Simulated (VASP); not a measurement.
Band structure of NiSi2 (fluorite). Method: PBE GGA, VASP's PBE PAW potentials (set 64) (plane waves; VASP).

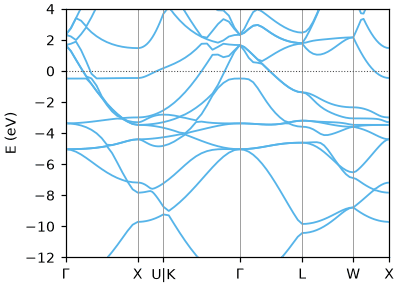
Bands along high-symmetry lines, zero at the valence-band maximum or, without a gap, the Fermi level

Task: Read the plot: is there a gap, and where are the band edges?

Result: It has no gap at this level: it comes out as a metal or semimetal. (Edges off the drawn lines would not show.)

The compound is NiSi2 in the fluorite structure. It was relaxed first. The run is not spin-polarised, so no magnetic state was tried.
